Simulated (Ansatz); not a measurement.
**Changed inputs in constrained RPA: TiO2 (Rutile)**

What does U in TiO2 (Rutile) depend on besides the window?

Program: Ansatz 0.2.0. Level of theory: constrained RPA on LDA, plane waves, PAW. Results are calculated unless marked as measured.

## 1. Set-up

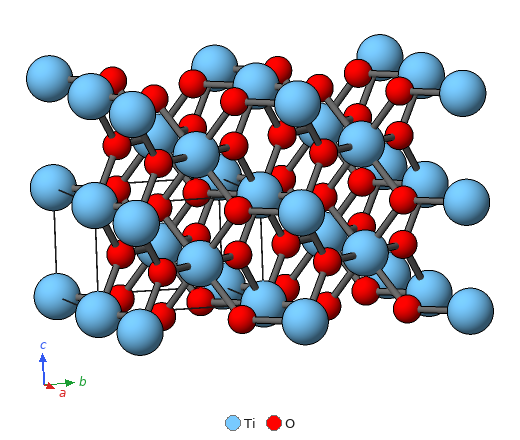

The cell as given, slightly off an axis (titanium blue, oxygen red). 2×2×2 cells are drawn. Some periodic images of atoms are drawn too.

The cell and positions come from the Crystallography Open Database and are kept as given unless a step says otherwise. The program's search for lower electronic states was switched off, so nothing shows that the state found is the lowest. The default PAW set here is soft_2. Its files were made with PBE.

## 2. Base: Ti d, bands c1 to c10, 4×4×6 mesh, medium accuracy

Constrained RPA screens the interaction with every transition except those inside the target bands, which a later many-body model would treat itself.

Contents of input.yaml:

```yaml
crystal:
  lattice:
    - [2.2961, 2.2961, 3.24717576]
    - [-2.2961, -2.2961, 3.24717576]
    - [2.09119759, -2.09119759, 0.0]
  atoms:
    - { symbol: Ti, position: [0.0, 0.0, 0.0] }
    - { symbol: Ti, position: [0.5, 0.5, 0.5] }
    - { symbol: O, position: [0.30496, 0.30496, 0.0] }
    - { symbol: O, position: [0.19504, 0.80496, 0.5] }
    - { symbol: O, position: [0.69504, 0.69504, 0.0] }
    - { symbol: O, position: [0.80496, 0.19504, 0.5] }
kpoints:
  mp_grid: { grid: [8, 8, 12] }
hamiltonian:
  xc: lda
scf:
  occupations: { method: gaussian, width: 0.08 }
  n_extra_bands: 24
  max_iter: 150
  lower_state_search: "off"
output:
  crpa:
    kmesh: [4, 4, 6]
    target_bands: [c1, c10]
    projections: [{ species: Ti, l: d, shell: 3 }]
  local_orbitals:
    kmesh: [8, 8, 12]
    orbitals: [{ species: Ti, l: d, shell: 3 }]
    window: { bands: [c1, c10] }
    seedname: lo
```

Run with:

```
ansatz run input.yaml --threads 8 --pin off --max-ram 14745MiB --backend cpu --events-out ev --progress --plain --runs-dir out
```

Numbers of over 12 decimals in the logs are rounded to 6 here.

The program printed:

```text
scf.n_extra_bands = 24 over 24 filled bands (N_el = 48.0): the run solves 48 bands
Engine: ansatz 0.2.0, aarch64-unknown-linux-gnu
Pseudopotentials: kind: paw
Pseudopotential: Ti, paw, valence charge 12, recommended cutoff 420 eV (normal), Ti.paw.azcp
Pseudopotential: O, paw, valence charge 6, recommended cutoff 420 eV (normal), O.paw.azcp
Functional definition: SPW92
  exchange = slater_x
  correlation = pw_c
Crystal: 6 atoms, lattice volume = 62.367 Å³
Basis set: ecut = 420 eV, 1217 PW (Γ)
Bands: 48, of which v1, the nominal top of the filled ones, is band 24 counted from 1 (23 counted from 0)
Symmetry: 16 space group operations
Space group: P42/mnm (ITA 136), of the structure as read, at distance tolerance 4.0e-5 Å
k-points: 105 of 768
Non-local potential: Ti, projectors of the file, l = 0: 3, l = 1: 2, l = 2: 3, l = 3: 1
Non-local potential: O, projectors of the file, l = 0: 2, l = 1: 2, l = 2: 1
PAW form: soft (Blöchl's): semilocal exchange-correlation on the pseudo side does not see the compensation charge
PAW frozen core: Ti, regenerated for the run's functional, and the local potential with it (the file was generated under x = pbe(κ = 0.804, μ = 0.219515), c = pbe(β = 0.066725))
PAW frozen core: O, regenerated for the run's functional, and the local potential with it (the file was generated under x = pbe(κ = 0.804, μ = 0.219515), c = pbe(β = 0.066725))
PAW one-centre angular grid: Ti, 590 points (default); XC on 64 Gauss nodes
PAW one-centre angular grid: O, 110 points (default); XC on 64 Gauss nodes
Initial density: superposition of atomic densities (neutral atoms: chi_scale 0, normalization atom), corrected by the library's trained network
Initial wavefunctions: pseudopotential atomic-orbital guess
Functional: x = slater, c = lda
SCF iter   1: F=—  HF=-7130.408859 eV  |F-HF|=—  |Δ(HF+E_count)|=         —  Δρ=2.34e-2  dr2=3.24e-1  ethr=1.77e-3  ⟨swp⟩=5.2  Hψ=21339  notcnv=0  defer=601
preconditioner: auto → Resta (q_TF=auto, 2.612 Å⁻¹)  ε∞=3.2  [insulator: Δε(μ)=1.559 eV  Ē_g=17.910 eV  σ=0.080 eV  W_gap=1.00  n_scr=18 (ndim 8)  ℏωp=26.6 eV  f_vac=0.017  D(μ)=0.00/eV (n_scr^D=0)  ε∞_Penn≈3.2]
SCF iter   2: F=—  HF=-7130.374449 eV  |F-HF|=—  |Δ(HF+E_count)|=   3.44e-2  Δρ=1.71e-2  dr2=1.58e-1  ethr=6.75e-4  ⟨swp⟩=2.7  Hψ=7851  notcnv=0  defer=1864
SCF iter   3: F=—  HF=-7130.345173 eV  |F-HF|=—  |Δ(HF+E_count)|=   2.93e-2  Δρ=3.74e-3  dr2=6.00e-3  ethr=3.29e-4  ⟨swp⟩=2.0  Hψ=5053  notcnv=0  defer=1864
SCF iter   4: F=—  HF=-7130.343689 eV  |F-HF|=—  |Δ(HF+E_count)|=   1.48e-3  Δρ=8.33e-4  dr2=3.47e-4  ethr=1.25e-5  ⟨swp⟩=2.0  Hψ=6240  notcnv=0  defer=1864
SCF iter   5: F=—  HF=-7130.343646 eV  |F-HF|=—  |Δ(HF+E_count)|=   4.29e-5  Δρ=3.71e-4  dr2=8.86e-5  ethr=7.23e-7  ⟨swp⟩=3.0  Hψ=6547  notcnv=0  defer=1864
[...]
cRPA screening: q 1/96
cRPA screening: q 2/96
cRPA screening: q 4/96 (q-point 3)
cRPA screening: q 6/96 (q-point 4)
cRPA screening: q 7/96
cRPA screening: q 11/96 (q-point 8)
cRPA screening: q 15/96 (q-point 9)
cRPA screening: q 19/96 (q-point 10)
cRPA screening: q 23/96 (q-point 11)
cRPA screening: q 27/96 (q-point 12)
cRPA screening: q 31/96 (q-point 13)
[...]
cRPA screening: q 91/96 (q-point 61)
cRPA screening: q 92/96 (q-point 62)
cRPA screening: q 94/96 (q-point 63)
cRPA screening: q 96/96 (q-point 64)
SCF converged after 7 iterations
Free energy (F): -7130.343628 eV
Harris-Foulkes:  -7130.343628 eV  (|F-HF|=4.41e-10)
Internal energy: -7130.343628 eV  (E = F + TS)
E sigma→0 (E₀):  -7130.343628 eV
Fermi energy:    9.681983 eV
--- Per-component energies (eV) ---
  E_band       = -400.650430
  E_kinetic    = 1240.096798
  E_local      = -3088.128598  (includes V_loc(G=0)·N_el)
  E_nonlocal   = 211.620757
  E_hartree    = 1167.549251
  E_xc         = -484.972032
  E_vxc        = -618.359011  (∫ρ·V_xc dr)
  E_paw        = -2580.464764  (= ΣΔE_a)
  E_vpaw       = -480.993373  (= ΣTr[D̂ρ^β])
  E_aug_tail   = 0.010199  (compensation charges beyond the density's cutoff)
  E_ewald      = -3597.094827
  E_core_change = 1.039587  (= ΣΔE_core)
  E_smearing   = -0.000000  (= −TS)
  E_closure    = 0.000000  (closes the sum)
  Σ components = -7130.343628   (vs F -7130.343628, Δ=0.00e0)
--- Band table (eV; the first three rows and the last of 105) ---
  k-point 0: bands = [... 20 lower, 8.0783, 8.3295, 8.3295, 8.7758, 10.5882, 10.8770, 11.1347, 11.2255, ... 20 higher]
  k-point 1: bands = [... 20 lower, 7.7640, 8.1817, 8.1817, 8.7448, 10.7811, 10.9535, 11.0824, 11.3232, ... 20 higher]
  k-point 2: bands = [... 20 lower, 7.0629, 7.7945, 7.7945, 8.6135, 10.9784, 11.1136, 11.1726, 11.5714, ... 20 higher]
  k-point 104: bands = [... 20 lower, 7.4748, 7.4748, 8.1009, 8.1009, 11.3184, 11.3184, 11.9452, 11.9452, ... 20 higher]
--- cRPA (band scheme, projected local orbitals): target bands 25..34 (1-based), 10 Wannier function(s), 4×4×6 mesh, 68 bands' worth read of 73 solved, ecut_chi 136.0 eV, v(q+G=0) probe_charge, pair densities all_electron ---
  χ-basis size per q: N_G = 216..232
  window electrons = 0.0000, filled by tetrahedron_uncorrected; constrained ε̄⁻¹(q = 0, 0) head = 0.126954; min gauge Gram eig = 0.3200
  Kanamori averages over each shell's own Wannier functions (sites counted from 0, functions from 1):
  Each shell's averages of U are screened by what lies outside the whole window alone: parameters of one model of all the shells.
    Site 0, 3D, 5 of 5 d orbitals (Wannier functions 1, 2, 3, 4, 5; wannier90's mr 1, 2, 3, 4, 5):
      screened: U = 3.2599 eV, U' = 2.4256 eV, J = 0.3981 eV
      screened, to within: U = 2.5e-3 eV, U' = 2.5e-3 eV, J = 4.7e-4 eV
      bare: V = 16.2215 eV, V' = 15.0701 eV, J = 0.5321 eV
    Site 1, 3D, 5 of 5 d orbitals (Wannier functions 6, 7, 8, 9, 10; wannier90's mr 1, 2, 3, 4, 5):
      screened: U = 3.2330 eV, U' = 2.4323 eV, J = 0.4048 eV
      screened, to within: U = 2.4e-3 eV, U' = 2.4e-3 eV, J = 4.9e-4 eV
      bare: V = 16.1567 eV, V' = 15.0863 eV, J = 0.5482 eV
  Hermiticity witness max|P − P†| over intra, direct and exchange elements: 8.88e-15 eV (screened), 1.39e-17 eV (bare)
  Reality witness max|Im| over intra, direct and exchange elements: 1.66e-10 eV (screened), 4.80e-13 eV (bare)
```

Elapsed: 5.7 min, on 8 threads of Arm Neoverse V2, shared host; peak memory 0.9 GiB; 43 min of CPU time.

Numbers from this step:

| Item | Value |
| --- | --- |
| U | 3.260 eV |
| U prime (inter-orbital) | 2.426 eV |
| J | 0.3981 eV |
| bare V | 16.22 eV |
| bare J | 0.5321 eV |
| stated bound on U | 0.002441 eV |
| U over bare V | 0.2010 |
| electrons in the window | 0 |
| head of the constrained inverse dielectric matrix | 0.1270 |
| least eigenvalue of the projection's overlap | 0.3200 |
| target functions | 10 |
| bands in the sums | 68 |
| r.m.s. miss of the model bands | 7.47e-4 eV |
| width of the target bands | 5.793 eV |
| weight of the projected orbitals in the window | 0.7629 |

On the Ti d shell, screening brings the on-site interaction from 16.2 eV down to U = 3.26 eV.

## 3. Changed: 2×2×4 mesh

input.yaml, as its differences from that of step 2:

```diff
@@ -23,9 +23,4 @@
   crpa:
-    kmesh: [4, 4, 6]
+    kmesh: [2, 2, 4]
     target_bands: [c1, c10]
     projections: [{ species: Ti, l: d, shell: 3 }]
-  local_orbitals:
-    kmesh: [8, 8, 12]
-    orbitals: [{ species: Ti, l: d, shell: 3 }]
-    window: { bands: [c1, c10] }
-    seedname: lo
```

The program printed:

```text
[...]
Crystal: 6 atoms, lattice volume = 62.367 Å³
Basis set: ecut = 420 eV, 1217 PW (Γ)
Bands: 48, of which v1, the nominal top of the filled ones, is band 24 counted from 1 (23 counted from 0)
Symmetry: 16 space group operations
[...]
k-points: 105 of 768
[...]
SCF iter   1: F=—  HF=-7130.408859 eV  |F-HF|=—  |Δ(HF+E_count)|=         —  Δρ=2.34e-2  dr2=3.24e-1  ethr=1.77e-3  ⟨swp⟩=5.2  Hψ=21339  notcnv=0  defer=601
[...]
SCF iter   7: F=-7130.343628 eV  HF=-7130.343628 eV  |F-HF|=4.41e-10  |Δ(HF+E_count)|=   1.55e-7  Δρ=4.33e-6  dr2=1.42e-8  ethr=2.08e-10  ⟨swp⟩=8.1  Hψ=25603  notcnv=0
SCF 1 converged in 7 iterations: F = -7130.343628 eV  dr2 = 1.42e-8
[...]
NSCF: frozen V_eff on 9 k-points
[...]
cRPA screening: q 1/16
cRPA screening: q 2/16
cRPA screening: q 4/16 (q-point 3)
cRPA screening: q 5/16
cRPA screening: q 7/16 (q-point 6)
cRPA screening: q 11/16 (q-point 7)
cRPA screening: q 13/16
cRPA screening: q 14/16
cRPA screening: q 16/16 (q-point 15)
SCF converged after 7 iterations
Free energy (F): -7130.343628 eV
[...]
Internal energy: -7130.343628 eV  (E = F + TS)
E sigma→0 (E₀):  -7130.343628 eV
Fermi energy:    9.681983 eV
[...]
--- Band table (eV; the first three rows and the last of 105) ---
  k-point 0: bands = [... 20 lower, 8.0783, 8.3295, 8.3295, 8.7758, 10.5882, 10.8770, 11.1347, 11.2255, ... 20 higher]
  k-point 1: bands = [... 20 lower, 7.7640, 8.1817, 8.1817, 8.7448, 10.7811, 10.9535, 11.0824, 11.3232, ... 20 higher]
  k-point 2: bands = [... 20 lower, 7.0629, 7.7945, 7.7945, 8.6135, 10.9784, 11.1136, 11.1726, 11.5714, ... 20 higher]
  k-point 104: bands = [... 20 lower, 7.4748, 7.4748, 8.1009, 8.1009, 11.3184, 11.3184, 11.9452, 11.9452, ... 20 higher]
[...]
χ-basis size per q: N_G = 216..232
[...]
screened: U = 3.2370 eV, U' = 2.4022 eV, J = 0.3981 eV
      screened, to within: U = 2.6e-3 eV, U' = 2.6e-3 eV, J = 4.8e-4 eV
      bare: V = 16.2819 eV, V' = 15.1319 eV, J = 0.5308 eV
[...]
screened: U = 3.2095 eV, U' = 2.4090 eV, J = 0.4049 eV
      screened, to within: U = 2.5e-3 eV, U' = 2.5e-3 eV, J = 5.0e-4 eV
      bare: V = 16.2168 eV, V' = 15.1481 eV, J = 0.5471 eV
[...]
```

Run time: 27 s. Hardware: 8 threads; peak memory 0.76 GiB; 3.2 min of CPU time.

Numbers from this step:

```
U                                                 : 3.237 eV
U prime (inter-orbital)                           : 2.402 eV
J                                                 : 0.3981 eV
bare V                                            : 16.28 eV
bare J                                            : 0.5308 eV
stated bound on U                                 : 0.002555 eV
U over bare V                                     : 0.1988
electrons in the window                           : 0
head of the constrained inverse dielectric matrix : 0.1120
least eigenvalue of the projection's overlap      : 0.3200
target functions                                  : 10
bands in the sums                                 : 68
width of the target bands                         : 5.793 eV
weight of the projected orbitals in the window    : 0.7629
```

On the Ti d shell, screening brings the on-site interaction from 16.3 eV down to U = 3.24 eV.

## 4. Changed: 2×2×2 mesh

input.yaml, as its differences from that of step 3:

```diff
@@ -23,3 +23,3 @@
   crpa:
-    kmesh: [2, 2, 4]
+    kmesh: [2, 2, 2]
     target_bands: [c1, c10]
```

The program printed:

```text
[...]
Crystal: 6 atoms, lattice volume = 62.367 Å³
Basis set: ecut = 420 eV, 1217 PW (Γ)
Bands: 48, of which v1, the nominal top of the filled ones, is band 24 counted from 1 (23 counted from 0)
Symmetry: 16 space group operations
[...]
k-points: 105 of 768
[...]
χ-basis size per q: N_G = 216..232
[...]
screened: U = 3.2980 eV, U' = 2.4384 eV, J = 0.4054 eV
      screened, to within: U = 2.9e-3 eV, U' = 2.8e-3 eV, J = 5.0e-4 eV
      bare: V = 16.5712 eV, V' = 15.3955 eV, J = 0.5374 eV
[...]
screened: U = 3.2665 eV, U' = 2.4463 eV, J = 0.4133 eV
      screened, to within: U = 2.8e-3 eV, U' = 2.8e-3 eV, J = 5.2e-4 eV
      bare: V = 16.5043 eV, V' = 15.4122 eV, J = 0.5541 eV
[...]
[key lines of the parts left out:]
SCF converged after 7 iterations
Free energy (F): -7130.343628 eV
Fermi energy:    9.681983 eV
```

The job ended after 13 s (8 threads; peak memory 0.7 GiB; 90 s of CPU time).

This step gave:

| Item | Value |
| --- | --- |
| U | 3.298 eV |
| U prime (inter-orbital) | 2.438 eV |
| J | 0.4054 eV |
| bare V | 16.57 eV |
| bare J | 0.5374 eV |
| stated bound on U | 0.002800 eV |
| U over bare V | 0.1990 |
| electrons in the window | 0 |
| head of the constrained inverse dielectric matrix | 0.08876 |
| least eigenvalue of the projection's overlap | 0.3200 |
| target functions | 10 |
| bands in the sums | 68 |
| width of the target bands | 5.793 eV |
| weight of the projected orbitals in the window | 0.7629 |

On the Ti d shell, screening brings the on-site interaction from 16.6 eV down to U = 3.30 eV.

## 5. Changed: accuracy high

input.yaml, as its differences from that of step 4:

```diff
@@ -23,4 +23,5 @@
   crpa:
-    kmesh: [2, 2, 2]
+    kmesh: [4, 4, 6]
     target_bands: [c1, c10]
     projections: [{ species: Ti, l: d, shell: 3 }]
+    accuracy: high
```

The program printed:

```text
[...]
Crystal: 6 atoms, lattice volume = 62.367 Å³
Basis set: ecut = 420 eV, 1217 PW (Γ)
Bands: 48, of which v1, the nominal top of the filled ones, is band 24 counted from 1 (23 counted from 0)
Symmetry: 16 space group operations
[...]
k-points: 105 of 768
[...]
χ-basis size per q: N_G = 216..232
[...]
screened: U = 3.2599 eV, U' = 2.4256 eV, J = 0.3981 eV
      screened, to within: U = 1.2e-3 eV, U' = 1.2e-3 eV, J = 1.0e-4 eV
      bare: V = 16.2215 eV, V' = 15.0701 eV, J = 0.5321 eV
[...]
screened: U = 3.2330 eV, U' = 2.4323 eV, J = 0.4048 eV
      screened, to within: U = 1.1e-3 eV, U' = 1.1e-3 eV, J = 1.2e-4 eV
      bare: V = 16.1567 eV, V' = 15.0863 eV, J = 0.5482 eV
[...]
[key lines of the parts left out:]
SCF converged after 7 iterations
Free energy (F): -7130.343628 eV
Fermi energy:    9.681983 eV
```

The job ended after 5.9 min (8 threads; peak memory 0.96 GiB).

Numbers from this step:

```
U                                                 : 3.260 eV
U prime (inter-orbital)                           : 2.426 eV
J                                                 : 0.3981 eV
bare V                                            : 16.22 eV
bare J                                            : 0.5321 eV
stated bound on U                                 : 0.001146 eV
U over bare V                                     : 0.2010
electrons in the window                           : 0
head of the constrained inverse dielectric matrix : 0.1270
least eigenvalue of the projection's overlap      : 0.3200
target functions                                  : 10
bands in the sums                                 : 68
width of the target bands                         : 5.793 eV
weight of the projected orbitals in the window    : 0.7629
```

On the Ti d shell, screening brings the on-site interaction from 16.2 eV down to U = 3.26 eV.

## 6. Changed: accuracy low

input.yaml, as its differences from that of step 5:

```diff
@@ -26,2 +26,2 @@
     projections: [{ species: Ti, l: d, shell: 3 }]
-    accuracy: high
+    accuracy: low
```

The program printed:

```text
[...]
Crystal: 6 atoms, lattice volume = 62.367 Å³
Basis set: ecut = 420 eV, 1217 PW (Γ)
Bands: 48, of which v1, the nominal top of the filled ones, is band 24 counted from 1 (23 counted from 0)
Symmetry: 16 space group operations
[...]
k-points: 105 of 768
[...]
χ-basis size per q: N_G = 216..232
[...]
screened: U = 3.2483 eV, U' = 2.4148 eV, J = 0.3977 eV
      screened, to within: U = 4.2e-2 eV, U' = 4.2e-2 eV, J = 5.3e-3 eV
      bare: V = 16.2215 eV, V' = 15.0701 eV, J = 0.5321 eV
[...]
screened: U = 3.2214 eV, U' = 2.4215 eV, J = 0.4045 eV
      screened, to within: U = 4.0e-2 eV, U' = 4.0e-2 eV, J = 5.8e-3 eV
      bare: V = 16.1567 eV, V' = 15.0863 eV, J = 0.5482 eV
[...]
[key lines of the parts left out:]
SCF converged after 7 iterations
Free energy (F): -7130.343628 eV
Fermi energy:    9.681983 eV
```

Wall time 2.6 min (8 threads); peak memory 0.85 GiB.

Numbers from this step:

* U: 3.248 eV
* U prime (inter-orbital): 2.415 eV
* J: 0.3977 eV
* bare V: 16.22 eV
* bare J: 0.5321 eV
* stated bound on U: 0.04144 eV
* U over bare V: 0.2002
* electrons in the window: 0
* head of the constrained inverse dielectric matrix: 0.1269
* least eigenvalue of the projection's overlap: 0.3200
* target functions: 10
* bands in the sums: 68
* width of the target bands: 5.793 eV
* weight of the projected orbitals in the window: 0.7629

On the Ti d shell, screening brings the on-site interaction from 16.2 eV down to U = 3.25 eV.

(Part 1 of 2 ends here.)

[Paths, hosts, dates, memory and timing lines, banners, echoed tables and standing remarks are left out of the program output.]

[Logs are printed without paths, hosts, clocks, repeated set-up lines and the standing remarks that a program may print on its own settings, such as how far it seeks lower states.]

[Runs of the session that timed out or met a known fault of the program may be left out.]

[Hosts, paths, dates, database ids (printed as entryN), source tags and the programs' standing remarks are cut or masked in the printed files.]
